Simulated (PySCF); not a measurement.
# CH3F, SMILES `CF`: electronic structure

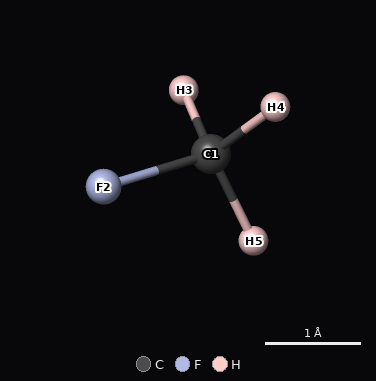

The molecule, with its atoms numbered as below. No frequency check shows the geometry to be a minimum.

Geometry (Å), atoms numbered from 1:

```
C1      -0.6257    0.0000    0.0000
F2       0.7385    0.0000    0.0000
H3      -0.9640   -0.8342   -0.6158
H4      -0.9640   -0.1161    1.0303
H5      -0.9640    0.9504   -0.4146
```

Part 1: In an electric field

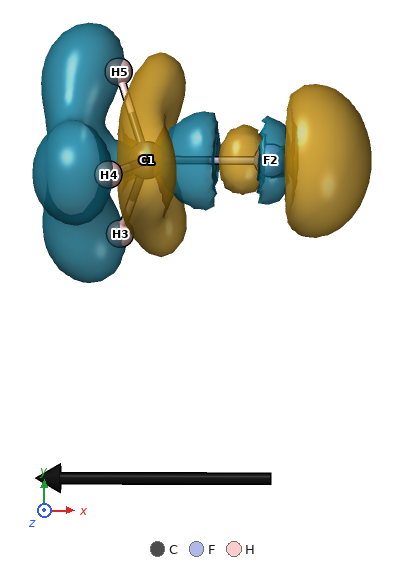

Change of the electron density in a uniform field of 0.26 V/Å along −x (arrow), surfaces at ±0.002 e/Å³ (yellow: gain, teal: loss).

Level of theory: PBE/def2-SVPD (PySCF), at a geometry from GFN2-xTB.

The field was applied in both directions; the picture shows the one opposite to the script's first.

How large is the response?

Answer. The induced dipole is 0.23 D (along the field); α along this axis, from the fields in both directions, is 18 bohr³ (2.7 Å³).

Part 2: Localised orbitals

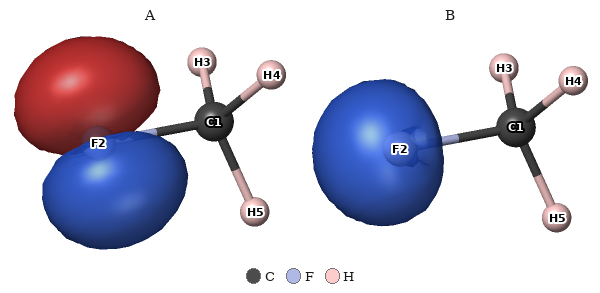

Intrinsic bond orbitals (IBO), occupied; each surface holds about 85 % of the orbital's density. Energies are diagonal elements of the Fock matrix.

Level of theory: PBE/6-311G** (PySCF), at a geometry from GFN2-xTB.

Name the orbitals, with their atomic make-up and energies.

Answer. By panel:
- A: lone pair on F2 (p-type) (F2 98 %; −8.8 eV)
- B: lone pair on F2 (sp0.4-type) (F2 100 %; −21.0 eV)

Part 3: Stretching a bond

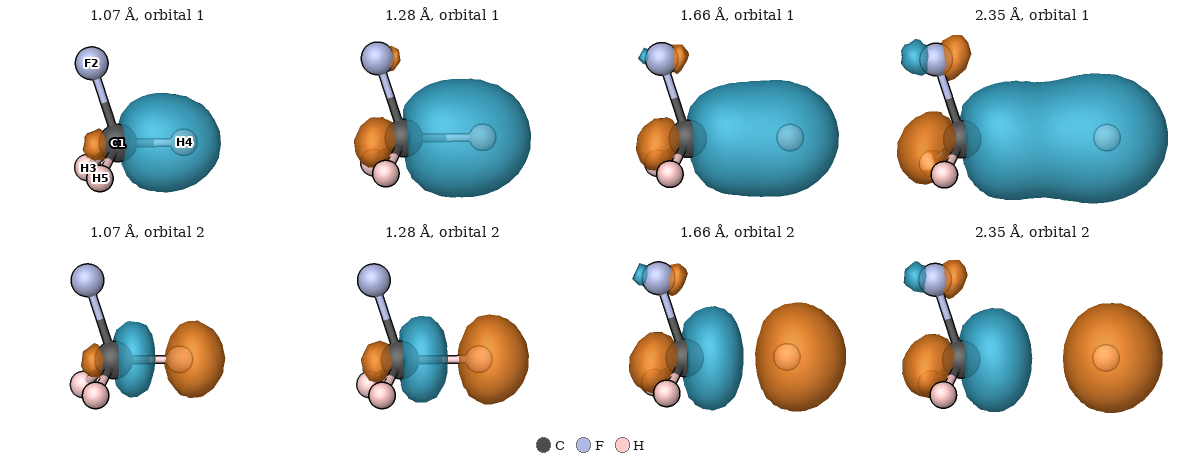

Rigid stretch of the C1–H4 bond. The two CASSCF(2,2) natural orbitals nearest half filling (orbital 1 the more occupied).

PySCF calculation, def2-SVPD basis, gas phase; geometry: GFN2-xTB.

How do the occupations change along the stretch?

Answer. 1.07 Å: 1.98 and 0.02; 1.28 Å: 1.97 and 0.03; 1.66 Å: 1.90 and 0.10; 2.35 Å: 1.61 and 0.39. At the longest distance computed (3.00 Å) they are 1.28 and 0.72, and the effective number of unpaired electrons is 1.7.

Where does the UHF solution part from RHF?

Answer. Between 1.44 Å (⟨S²⟩ = 0, the two coincide) and 1.66 Å (⟨S²⟩ = 0.05); at 3.00 Å ⟨S²⟩ is 0.99 and UHF lies 3.5 eV below RHF.

How much energy does the stretch cost?

Answer. By CASSCF, 4.3 eV from the lowest point of the scan (1.07 Å) to 3.00 Å; RHF gives 7.4 eV from its own lowest point. The fragments aren't relaxed and dynamic correlation is missing, so this isn't a bond dissociation energy.

The PySCF runs shown took 7 s, 2.8 s and 53 s on 1 thread of Arm Neoverse V1, with other jobs on the host.
